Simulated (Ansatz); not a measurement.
# K on Ti(0001): change of the work function

Wanted: Δφ(θ) for K/Ti(0001), starting from the fcc site.

Method: plane-wave DFT, PBE, Ansatz PAW, in Ansatz 0.2.0.

### 1. Set-up

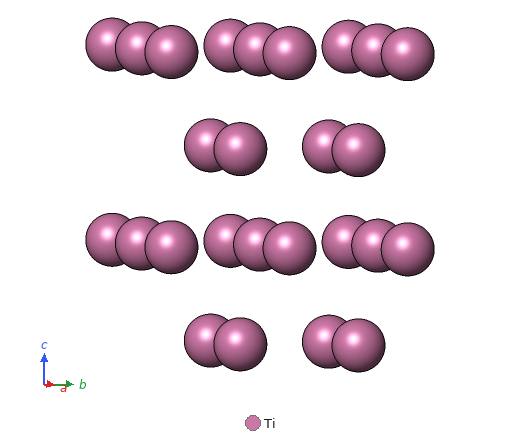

Start, viewed from the side, with the c axis up; titanium pink. 2×2×1 cells are drawn. Some periodic images of atoms are drawn too.

The cell holds 4 atoms: 4 Ti. Cell: a = 2.950 Å, b = 2.950 Å, c = 25.027 Å, α = 90.0°, β = 90.0°, γ = 60.0°. Vacuum lies along c.

### 2. The clean slab

The bare slab comes first, as the zero from which every change is counted. The two lowest layers are held at bulk places and the upper ones relax. The dipole correction removes the false field that a one-sided slab makes across the periodic vacuum, so each face gets a flat vacuum level of its own.

The input, input.yaml:

```yaml
crystal:
  lattice:
    - [2.95, 0.0, 0.0]
    - [1.475, 2.5547749412, 0.0]
    - [0.0, 0.0, 25.0269]
  atoms:
    - { symbol: Ti, position: [0.6666666667, 0.6666666667, 0.3596130564] }
    - { symbol: Ti, position: [0.0, 0.0, 0.4532043521] }
    - { symbol: Ti, position: [0.6666666667, 0.6666666667, 0.5467956479] }
    - { symbol: Ti, position: [0.0, 0.0, 0.6403869436] }
kpoints:
  mp_grid: { grid: [12, 12, 1] }
hamiltonian:
  xc: pbe
scf:
  occupations: { method: fermi_dirac, width: 0.1 }
  convergence: { dr2_threshold: 1.0e-08 }
efield:
  axis: 3
  dipole_correction: true
  ramp_position: 0.97
  ramp_width: 0.06
relax:
  f_tol: 0.02
  max_steps: 60
  constraints: [{ sites: [0, 1] }]
output:
  write_potential: true
  write_density: true
  volumetric_format: npy
```

On the command line:

```bash
> ansatz run input.yaml --threads 4 --pin off --max-ram 16384MiB --backend cpu --events-out ev --progress --plain --runs-dir out
```

Numbers of over 12 decimals in the logs are rounded to 6 here.

The program printed:

```text
Engine: ansatz 0.2.0, aarch64-unknown-linux-gnu
Pseudopotentials: kind: paw
Pseudopotential: Ti, paw, valence charge 12, recommended cutoff 420 eV (normal), Ti.paw.azcp
Functional definition: PBE
  parameter kappa = 0.804
  parameter beta = 0.066725
  exchange = pbe_x(kappa = kappa, mu = beta*pi^2/3)
  correlation = pbe_c(beta = beta)
Crystal: 4 atoms, lattice volume = 188.617 Å³
Basis set: ecut = 420 eV, 3611 PW (Γ), exchange–correlation on 40×40×360 points (8 copies of the dense FFT grid, shifted against one another)
Bands: 29, of which v1, the nominal top of the filled ones, is band 24 counted from 1 (23 counted from 0)
Symmetry: 6 space group operations
k-points: 19 of 144 (time reversal used)
Non-local potential: Ti, projectors of the file, l = 0: 3, l = 1: 2, l = 2: 3, l = 3: 1
PAW form: soft (Blöchl's): semilocal exchange-correlation on the pseudo side does not see the compensation charge
PAW one-centre angular grid: Ti, 590 points (default); XC on 64 Gauss nodes
Initial density: superposition of atomic densities (neutral atoms: chi_scale 0, normalization atom), corrected by the library's trained network
Initial wavefunctions: pseudopotential atomic-orbital guess
Functional: x = pbe(κ = 0.804, μ = 0.219515), c = pbe(β = 0.066725)
SCF iter   1: F=—  HF=-9996.827743 eV  |F-HF|=—  |Δ(HF+E_count)|=         —  Δρ=6.22e-3  dr2=3.89e-1  ethr=1.77e-3  p=0.000 e·Å  D=5.72e-14 V/Å  ΔV_dip=-0.00 eV  dr2_dipole=9.47e-6  V_vac-E_F(+/−)=4.09/4.09 eV  ⟨swp⟩=7.0  Hψ=5629  notcnv=0
efield: sawtooth ramp at fractional position 0.9700 (set: `efield.ramp_position`, or a place that a band, a saddle search or an elastic batch's reference lends), width 0.0600; the density the first Hamiltonian is built on has a dipole p = 0.000 e·Å; the dipole correction subtracts the counter field D = 5.72e-14 V/Å, which shifts the + side's vacuum level by -0.00 eV against the − side's; the planar-averaged density in the ramp window peaks in size at 3.0e-5 e/Å³
automatic band count: the SCF goes on with 34 bands, as 29 were too few: the levels above may hold too much charge
preconditioner: auto → LDOS  [metal: Δε(μ)=0.033 eV  Ē_g=2.762 eV  σ=0.100 eV  W_gap=0.08  n_scr=16 (ndim 8)  ℏωp=10.8 eV  f_vac=0.550  D(μ)=8.41/eV (n_scr^D=88)  β→1.0]
SCF iter   2: F=—  HF=-9996.820566 eV  |F-HF|=—  |Δ(HF+E_count)|=   7.18e-3  Δρ=2.07e-3  dr2=1.66e-2  ethr=8.11e-4  p=-0.000 e·Å  D=-3.83e-5 V/Å  ΔV_dip=0.00 eV  dr2_dipole=2.48e-6  V_vac-E_F(+/−)=4.36/4.36 eV  ⟨swp⟩=1.9  Hψ=850  notcnv=0
SCF iter   3: F=—  HF=-9996.820324 eV  |F-HF|=—  |Δ(HF+E_count)|=   2.43e-4  Δρ=7.15e-4  dr2=2.59e-3  ethr=3.45e-5  p=-0.000 e·Å  D=-4.47e-5 V/Å  ΔV_dip=0.00 eV  dr2_dipole=9.85e-8  V_vac-E_F(+/−)=4.36/4.36 eV  ⟨swp⟩=2.1  Hψ=828  notcnv=0
SCF iter   4: F=—  HF=-9996.820197 eV  |F-HF|=—  |Δ(HF+E_count)|=   1.27e-4  Δρ=1.83e-4  dr2=7.43e-5  ethr=5.40e-6  p=-0.000 e·Å  D=-7.22e-6 V/Å  ΔV_dip=0.00 eV  dr2_dipole=6.13e-7  V_vac-E_F(+/−)=4.39/4.39 eV  ⟨swp⟩=2.0  Hψ=788  notcnv=0
SCF iter   5: F=—  HF=-9996.820294 eV  |F-HF|=—  |Δ(HF+E_count)|=   9.74e-5  Δρ=1.05e-4  dr2=4.27e-5  ethr=1.55e-7  p=-0.000 e·Å  D=-6.02e-6 V/Å  ΔV_dip=0.00 eV  dr2_dipole=2.14e-9  V_vac-E_F(+/−)=4.40/4.40 eV  ⟨swp⟩=3.4  Hψ=1271  notcnv=0
SCF iter   6: F=—  HF=-9996.820299 eV  |F-HF|=—  |Δ(HF+E_count)|=   5.17e-6  Δρ=3.45e-5  dr2=6.91e-6  ethr=8.90e-8  p=0.000 e·Å  D=5.34e-6 V/Å  ΔV_dip=-0.00 eV  dr2_dipole=4.49e-12  V_vac-E_F(+/−)=4.41/4.41 eV  ⟨swp⟩=2.2  Hψ=859  notcnv=0
SCF iter   7: F=—  HF=-9996.820326 eV  |F-HF|=—  |Δ(HF+E_count)|=   2.63e-5  Δρ=9.73e-6  dr2=2.31e-7  ethr=1.44e-8  p=0.000 e·Å  D=4.34e-6 V/Å  ΔV_dip=-0.00 eV  dr2_dipole=2.61e-10  V_vac-E_F(+/−)=4.41/4.41 eV  ⟨swp⟩=1.5  Hψ=670  notcnv=0
SCF iter   8: F=—  HF=-9996.820326 eV  |F-HF|=—  |Δ(HF+E_count)|=   3.11e-7  Δρ=4.96e-6  dr2=7.05e-8  ethr=4.82e-10  p=0.000 e·Å  D=3.41e-6 V/Å  ΔV_dip=-0.00 eV  dr2_dipole=1.15e-11  V_vac-E_F(+/−)=4.41/4.41 eV  ⟨swp⟩=3.0  Hψ=1249  notcnv=0
SCF iter   9: F=-9996.820326 eV  HF=-9996.820326 eV  |F-HF|=4.66e-9  |Δ(HF+E_count)|=   1.10e-8  Δρ=1.31e-6  dr2=3.16e-9  ethr=2.08e-11  p=0.000 e·Å  D=1.86e-6 V/Å  ΔV_dip=-0.00 eV  dr2_dipole=2.64e-11  V_vac-E_F(+/−)=4.41/4.41 eV  ⟨swp⟩=7.9  Hψ=4145  notcnv=0
SCF 1 converged in 9 iterations: F = -9996.820326 eV  dr2 = 3.16e-9
  greatest PAW one-centre occupation: 0.999 electrons in one spin orbital (limit 2), on the Ti atom at site 2 (counted from 0), in its partial waves of l = 0
relax step   1: F+E_penalty+E_count = -9996.82032589 eV  Δ(F+E_penalty+E_count) = +0.000e0 eV  max|allowed force component| = 6.136e-1 eV/Å  Δτ_max = 0.0000 Å  (9 SCF iters, accepted)
Bands: 34, of which v1, the nominal top of the filled ones, is band 24 counted from 1 (23 counted from 0)
Initial density: handed on by an earlier stage of this run
Initial wavefunctions: those handed on with the density
SCF iter   1: F=—  HF=-9997.020719 eV  |F-HF|=—  |Δ(HF+E_count)|=         —  Δρ=1.54e-2  dr2=3.23e0  ethr=3.10e-3  p=0.000 e·Å  D=6.90e-7 V/Å  ΔV_dip=-0.00 eV  dr2_dipole=2.03e-1  V_vac-E_F(+/−)=4.45/4.45 eV  ⟨swp⟩=4.8  Hψ=1854  notcnv=0
efield: sawtooth ramp at fractional position 0.9700 (set: `efield.ramp_position`, or a place that a band, a saddle search or an elastic batch's reference lends), width 0.0600; the density the first Hamiltonian is built on has a dipole p = 0.000 e·Å; the dipole correction subtracts the counter field D = 6.90e-7 V/Å, which shifts the + side's vacuum level by -0.00 eV against the − side's; the planar-averaged density in the ramp window peaks in size at 8.7e-6 e/Å³
preconditioner: auto → LDOS  [metal: Δε(μ)=0.006 eV  Ē_g=2.864 eV  σ=0.100 eV  W_gap=0.02  n_scr=16 (ndim 8)  ℏωp=10.8 eV  f_vac=0.560  D(μ)=7.32/eV (n_scr^D=62)  β→1.0]
SCF iter   2: F=—  HF=-9996.896701 eV  |F-HF|=—  |Δ(HF+E_count)|=   1.24e-1  Δρ=7.26e-3  dr2=5.18e-1  ethr=3.10e-3  p=0.018 e·Å  D=1.74e-2 V/Å  ΔV_dip=-0.44 eV  dr2_dipole=8.81e-2  V_vac-E_F(+/−)=4.00/4.43 eV  ⟨swp⟩=2.1  Hψ=1128  notcnv=0
SCF iter   3: F=—  HF=-9996.864918 eV  |F-HF|=—  |Δ(HF+E_count)|=   3.18e-2  Δρ=2.42e-3  dr2=6.44e-2  ethr=1.08e-3  p=0.007 e·Å  D=6.93e-3 V/Å  ΔV_dip=-0.17 eV  dr2_dipole=1.04e-2  V_vac-E_F(+/−)=4.26/4.43 eV  ⟨swp⟩=2.1  Hψ=988  notcnv=0
SCF iter   4: F=—  HF=-9996.859779 eV  |F-HF|=—  |Δ(HF+E_count)|=   5.14e-3  Δρ=9.85e-4  dr2=8.07e-3  ethr=1.34e-4  p=0.007 e·Å  D=6.69e-3 V/Å  ΔV_dip=-0.17 eV  dr2_dipole=2.47e-3  V_vac-E_F(+/−)=4.26/4.43 eV  ⟨swp⟩=2.1  Hψ=974  notcnv=0
SCF iter   5: F=—  HF=-9996.859571 eV  |F-HF|=—  |Δ(HF+E_count)|=   2.08e-4  Δρ=1.72e-4  dr2=9.56e-5  ethr=1.68e-5  p=0.006 e·Å  D=5.68e-3 V/Å  ΔV_dip=-0.14 eV  dr2_dipole=1.68e-5  V_vac-E_F(+/−)=4.29/4.43 eV  ⟨swp⟩=1.9  Hψ=759  notcnv=0
SCF iter   6: F=—  HF=-9996.859598 eV  |F-HF|=—  |Δ(HF+E_count)|=   2.75e-5  Δρ=9.00e-5  dr2=6.59e-5  ethr=1.99e-7  p=0.005 e·Å  D=5.13e-3 V/Å  ΔV_dip=-0.13 eV  dr2_dipole=5.10e-6  V_vac-E_F(+/−)=4.30/4.43 eV  ⟨swp⟩=2.3  Hψ=888  notcnv=0
SCF iter   7: F=—  HF=-9996.859606 eV  |F-HF|=—  |Δ(HF+E_count)|=   8.13e-6  Δρ=5.04e-5  dr2=8.15e-6  ethr=1.37e-7  p=0.005 e·Å  D=4.68e-3 V/Å  ΔV_dip=-0.12 eV  dr2_dipole=1.85e-6  V_vac-E_F(+/−)=4.31/4.43 eV  ⟨swp⟩=1.7  Hψ=678  notcnv=0
SCF iter   8: F=—  HF=-9996.859637 eV  |F-HF|=—  |Δ(HF+E_count)|=   3.11e-5  Δρ=1.65e-5  dr2=1.25e-6  ethr=1.70e-8  p=0.005 e·Å  D=4.37e-3 V/Å  ΔV_dip=-0.11 eV  dr2_dipole=3.61e-8  V_vac-E_F(+/−)=4.32/4.43 eV  ⟨swp⟩=2.5  Hψ=1020  notcnv=0
SCF iter   9: F=—  HF=-9996.859637 eV  |F-HF|=—  |Δ(HF+E_count)|=   1.30e-7  Δρ=6.35e-6  dr2=1.45e-7  ethr=2.60e-9  p=0.004 e·Å  D=4.27e-3 V/Å  ΔV_dip=-0.11 eV  dr2_dipole=6.59e-9  V_vac-E_F(+/−)=4.32/4.43 eV  ⟨swp⟩=2.1  Hψ=814  notcnv=0
SCF iter  10: F=—  HF=-9996.859637 eV  |F-HF|=—  |Δ(HF+E_count)|=   2.23e-8  Δρ=1.77e-6  dr2=1.75e-8  ethr=3.01e-10  p=0.004 e·Å  D=4.25e-3 V/Å  ΔV_dip=-0.11 eV  dr2_dipole=1.63e-9  V_vac-E_F(+/−)=4.32/4.43 eV  ⟨swp⟩=2.6  Hψ=940  notcnv=0
SCF iter  11: F=-9996.859637 eV  HF=-9996.859637 eV  |F-HF|=8.57e-10  |Δ(HF+E_count)|=   7.38e-9  Δρ=6.03e-7  dr2=2.44e-9  ethr=2.08e-11  p=0.004 e·Å  D=4.24e-3 V/Å  ΔV_dip=-0.11 eV  dr2_dipole=4.98e-10  V_vac-E_F(+/−)=4.32/4.43 eV  ⟨swp⟩=9.3  Hψ=3722  notcnv=0
SCF 2 converged in 11 iterations: F = -9996.859637 eV  dr2 = 2.44e-9
  greatest PAW one-centre occupation: 0.999 electrons in one spin orbital (limit 2), on the Ti atom at site 1 (counted from 0), in its partial waves of l = 0
relax step   2: F+E_penalty+E_count = -9996.85963747 eV  Δ(F+E_penalty+E_count) = -3.931e-2 eV  max|allowed force component| = 4.318e-1 eV/Å  Δτ_max = 0.1956 Å  (11 SCF iters, accepted)
iter 1 solved again at ethr=1.59e-3 eV; its pass at ethr=3.10e-3 eV (dr2=7.66e-1 eV) is discarded
SCF iter   1: F=—  HF=-9996.908496 eV  |F-HF|=—  |Δ(HF+E_count)|=         —  Δρ=7.69e-3  dr2=8.62e-1  ethr=1.59e-3  p=0.004 e·Å  D=4.24e-3 V/Å  ΔV_dip=-0.11 eV  dr2_dipole=4.10e-2  V_vac-E_F(+/−)=4.31/4.42 eV  ⟨swp⟩=1.0  Hψ=2302  notcnv=0
efield: sawtooth ramp at fractional position 0.9700 (set: `efield.ramp_position`, or a place that a band, a saddle search or an elastic batch's reference lends), width 0.0600; the density the first Hamiltonian is built on has a dipole p = 0.004 e·Å; the dipole correction subtracts the counter field D = 4.24e-3 V/Å, which shifts the + side's vacuum level by -0.11 eV against the − side's; the planar-averaged density in the ramp window peaks in size at 7.3e-6 e/Å³
preconditioner: auto → LDOS  [metal: Δε(μ)=0.012 eV  Ē_g=2.791 eV  σ=0.100 eV  W_gap=0.03  n_scr=16 (ndim 8)  ℏωp=10.8 eV  f_vac=0.555  D(μ)=7.84/eV (n_scr^D=74)  β→1.0]
SCF iter   2: F=—  HF=-9996.881424 eV  |F-HF|=—  |Δ(HF+E_count)|=   2.71e-2  Δρ=3.90e-3  dr2=1.36e-1  ethr=1.59e-3  p=-0.001 e·Å  D=-1.03e-3 V/Å  ΔV_dip=0.03 eV  dr2_dipole=2.98e-5  V_vac-E_F(+/−)=4.46/4.44 eV  ⟨swp⟩=2.1  Hψ=803  notcnv=0
SCF iter   3: F=—  HF=-9996.876836 eV  |F-HF|=—  |Δ(HF+E_count)|=   4.59e-3  Δρ=1.02e-3  dr2=7.96e-3  ethr=2.84e-4  p=0.001 e·Å  D=1.33e-3 V/Å  ΔV_dip=-0.03 eV  dr2_dipole=4.47e-4  V_vac-E_F(+/−)=4.39/4.43 eV  ⟨swp⟩=2.0  Hψ=893  notcnv=0
SCF iter   4: F=—  HF=-9996.876294 eV  |F-HF|=—  |Δ(HF+E_count)|=   5.42e-4  Δρ=2.15e-4  dr2=1.88e-4  ethr=1.66e-5  p=0.001 e·Å  D=1.32e-3 V/Å  ΔV_dip=-0.03 eV  dr2_dipole=4.33e-5  V_vac-E_F(+/−)=4.39/4.43 eV  ⟨swp⟩=2.0  Hψ=779  notcnv=0
SCF iter   5: F=—  HF=-9996.876314 eV  |F-HF|=—  |Δ(HF+E_count)|=   2.03e-5  Δρ=8.59e-5  dr2=4.19e-5  ethr=3.92e-7  p=0.002 e·Å  D=1.54e-3 V/Å  ΔV_dip=-0.04 eV  dr2_dipole=6.00e-6  V_vac-E_F(+/−)=4.39/4.42 eV  ⟨swp⟩=2.3  Hψ=962  notcnv=0
SCF iter   6: F=—  HF=-9996.876353 eV  |F-HF|=—  |Δ(HF+E_count)|=   3.85e-5  Δρ=3.19e-5  dr2=6.27e-6  ethr=8.73e-8  p=0.002 e·Å  D=1.75e-3 V/Å  ΔV_dip=-0.04 eV  dr2_dipole=2.46e-7  V_vac-E_F(+/−)=4.38/4.42 eV  ⟨swp⟩=2.0  Hψ=789  notcnv=0
SCF iter   7: F=—  HF=-9996.876383 eV  |F-HF|=—  |Δ(HF+E_count)|=   3.04e-5  Δρ=1.32e-5  dr2=9.85e-7  ethr=1.31e-8  p=0.002 e·Å  D=1.88e-3 V/Å  ΔV_dip=-0.05 eV  dr2_dipole=1.33e-7  V_vac-E_F(+/−)=4.38/4.42 eV  ⟨swp⟩=2.1  Hψ=797  notcnv=0
SCF iter   8: F=—  HF=-9996.876384 eV  |F-HF|=—  |Δ(HF+E_count)|=   1.86e-7  Δρ=5.15e-6  dr2=2.26e-7  ethr=2.05e-9  p=0.002 e·Å  D=1.96e-3 V/Å  ΔV_dip=-0.05 eV  dr2_dipole=1.79e-8  V_vac-E_F(+/−)=4.37/4.42 eV  ⟨swp⟩=2.1  Hψ=829  notcnv=0
SCF iter   9: F=-9996.876384 eV  HF=-9996.876384 eV  |F-HF|=5.95e-9  |Δ(HF+E_count)|=   1.34e-8  Δρ=1.63e-6  dr2=7.68e-9  ethr=2.08e-11  p=0.002 e·Å  D=1.99e-3 V/Å  ΔV_dip=-0.05 eV  dr2_dipole=3.83e-10  V_vac-E_F(+/−)=4.37/4.42 eV  ⟨swp⟩=8.6  Hψ=4536  notcnv=0
SCF 3 converged in 9 iterations: F = -9996.876384 eV  dr2 = 7.68e-9
relax step   3: F+E_penalty+E_count = -9996.87638356 eV  Δ(F+E_penalty+E_count) = -1.675e-2 eV  max|allowed force component| = 1.190e-2 eV/Å  Δτ_max = 0.0899 Å  (9 SCF iters, accepted)
NSCF: frozen V_eff on 19 k-points
the band table was solved once a step of the walk had ended and its energy, with any forces and stress, was formed, with the checks that follow a solve (2893 applications of the Hamiltonian). They found nothing against the state; the energy, forces and stress were not computed again (output.eigenvalues in the input reference)
WARN: The input density's exchange-correlation potential varies sharply where the density is thin. Do not read a vacuum level from v_tot or v_xc, or from such a field of the output density. On a cell that repeats whose density bears no net charge and no dipole along the vacuum's axis use v_es (v_loc + v_h of the components); under efield.dipole_correction with no amplitude use v_es + v_field, which holds any external [...]
SCF converged after 9 iterations
Free energy (F): -9996.876384 eV
Harris-Foulkes:  -9996.876384 eV  (|F-HF|=5.95e-9)
Internal energy: -9996.623465 eV  (E = F + TS)
E sigma→0 (E₀):  -9996.749924 eV
Entropy (-TS):   -0.252919 eV (-63.230 meV/atom)
Fermi energy:    2.290332 eV
Dipole field:    D = 0.002018 V/Å  (p = 0.002104 e·Å, saw-weighted, corrected)
Work function:   Φ+ = 4.3729 eV   Φ− = 4.4234 eV
Levels:          The Fermi level and band energies are counted from a zero that moves with the ramp; work functions are not
--- Per-component energies (eV) ---
  E_band       = -1160.708086
  E_kinetic    = 1085.706683
  E_local      = -50168.131695  (includes V_loc(G=0)·N_el)
  E_nonlocal   = 34.277157
  E_hartree    = 24527.751569
  E_xc         = -386.964372
  E_vxc        = -483.802244  (∫ρ·V_xc dr)
  E_paw        = -4190.770097  (= ΣΔE_a)
  E_vpaw       = -684.249600  (= ΣTr[D̂ρ^β])
  E_aug_tail   = 0.000492  (compensation charges beyond the density's cutoff)
  E_efield     = 0.000002  (sawtooth field / dipole correction)
  E_vefield    = 0.000915  (∫n·V_field dr)
  E_ewald      = 19101.506797
  E_smearing   = -0.252919  (= −TS)
  E_closure    = -0.000000  (closes the sum)
  Σ components = -9996.876384   (vs F -9996.876384, Δ=0.00e0)
--- Forces (eV/Å), atoms counted from 1 ---
  atom   1  Ti     0.00000000     0.00000000     0.60717096
  atom   2  Ti     0.00000000    -0.00000000    -0.58698495
  atom   3  Ti     0.00000000     0.00000000    -0.00824482
  atom   4  Ti    -0.00000000    -0.00000000    -0.01190260
  max |Σ_I F_I| component: 3.86e-5 eV/Å
--- Band table (eV; the first three rows and the last of 19) ---
  k-point 0: bands = [... 20 lower, 2.0512, 2.2819, 2.7160, 2.7943, 2.9364, 2.9364, 3.0094, 3.0094, ... 6 higher]
  k-point 1: bands = [... 20 lower, 1.9894, 2.2496, 2.5399, 2.6448, 2.8456, 2.9373, 3.0405, 3.0898, ... 6 higher]
  k-point 2: bands = [... 20 lower, 1.7486, 2.0197, 2.1514, 2.4575, 2.5617, 2.7274, 3.0024, 3.2370, ... 6 higher]
  k-point 18: bands = [... 20 lower, 1.1279, 1.5089, 1.5929, 2.2386, 2.2466, 2.3803, 2.4174, 2.5706, ... 6 higher]
--- Relaxed structure (3 steps of the walk, 3 accepted, 0 SCFs on fresh bases) ---
  F+E_penalty+E_count = -9996.87638356 eV   max|allowed force component| = 1.190e-2 eV/Å
  atoms:
    - { symbol: Ti, position: [0.666667, 0.666667, 0.3596130564] }
    - { symbol: Ti, position: [0.0, 0.0, 0.4532043521] }
    - { symbol: Ti, position: [0.666667, 0.666667, 0.549513] }
    - { symbol: Ti, position: [0, 0, 0.636167] }
```

Run time: 10 s. Hardware: 4 threads of Arm Neoverse V1, shared host; peak memory 0.51 GiB.

Step by step:

```csv
step,energy less that of the first step (eV),largest force component (eV/Å)
1,0.0000,0.6136
2,-0.0393,0.4318
3,-0.0561,0.0119
```

The run keeps the 6 symmetry operations that it works with, so distortions that break them were not tested.

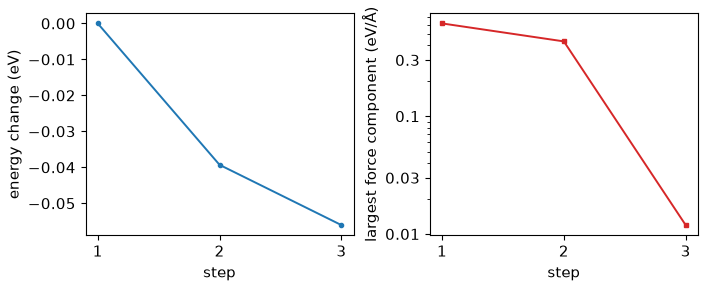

Energy and largest force along the relaxation.

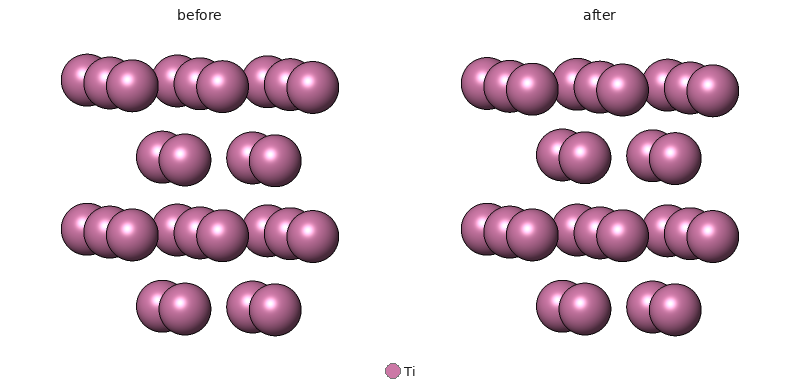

Before and after, at one scale.

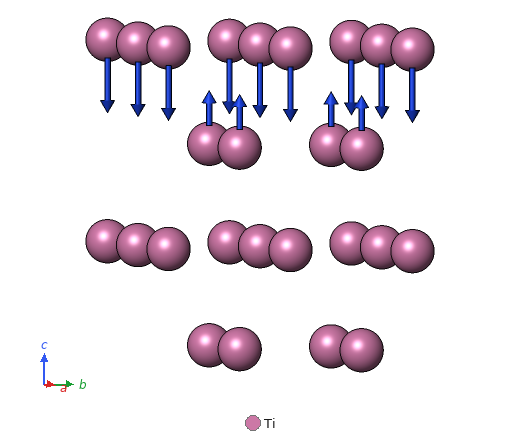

Displacements in the relaxation, exaggerated; the longest in the cell stands for 0.11 Å. 2×2×1 cells are drawn. Some periodic images of atoms are drawn too.

The atoms that moved most (Å):

```csv
atom,dx,dy,dz,length
Ti4,0.000,0.000,-0.106,0.106
Ti3,0.000,0.000,0.068,0.068
```

Final coordinates:

```cif
data_structure
_symmetry_space_group_name_H-M 'P 1'
_symmetry_Int_Tables_number 1
_cell_length_a 2.9500
_cell_length_b 2.9500
_cell_length_c 25.0269
_cell_angle_alpha 90.000
_cell_angle_beta 90.000
_cell_angle_gamma 60.000
_cell_volume 188.62
loop_
_atom_site_label
_atom_site_type_symbol
_atom_site_fract_x
_atom_site_fract_y
_atom_site_fract_z
_atom_site_occupancy
Ti1 Ti 0.66667 0.66667 0.35961 1
Ti2 Ti 0.00000 0.00000 0.45320 1
Ti3 Ti 0.66667 0.66667 0.54951 1
Ti4 Ti 0.00000 0.00000 0.63617 1
```

Numbers from this step:

- energy at zero smearing: -9996.7499 eV
- work function, upper face: 4.373 eV
- work function, lower face: 4.423 eV
- dipole along the normal: 0.002104 e·Å
- step between the vacuum levels: -0.05051 eV

Running mean over 2.342 Å of the planar mean; the ramp of the sawtooth is left out. Electron's electrostatic potential energy less the Fermi level against z:

```csv
z (Å),electron's electrostatic potential energy less the Fermi level (eV)
4,4.42
5,4.40
6,4.24
7,2.89
8,-3.13
9,-6.74
10,-6.59
11,-6.58
12,-6.38
13,-6.32
14,-6.94
15,-7.68
16,-6.81
17,-2.61
18,3.07
19,4.22
20,4.36
21,4.37
```

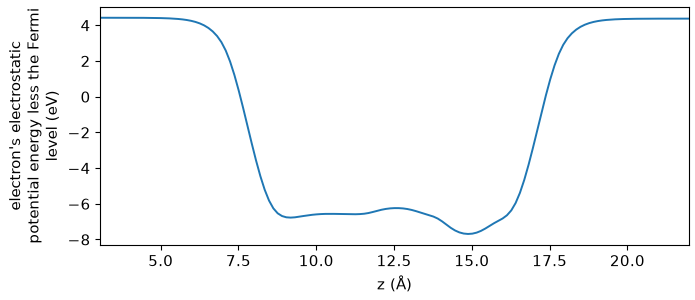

Electron's electrostatic potential energy less the Fermi level, plotted against z.

The relaxation took 3 steps and lowered the energy by 0.056 eV; the largest force on the free atoms ends at 0.012 eV/Å.

The work function of the upper face is 4.37 eV.

(Part 1 of 3 ends here.)

[Logs are printed without paths, hosts, clocks, repeated set-up lines and the standing remarks that a program may print on its own settings, such as how far it seeks lower states.]

[Hosts, paths, dates, database ids (printed as entryN), source tags and the programs' standing remarks are cut or masked in the printed files.]

[Maps of the electrostatic potential energy from Ansatz leave out the sawtooth potential of an applied field or a dipole correction, so their vacuum need not be flat; planar profiles and work functions include it.]
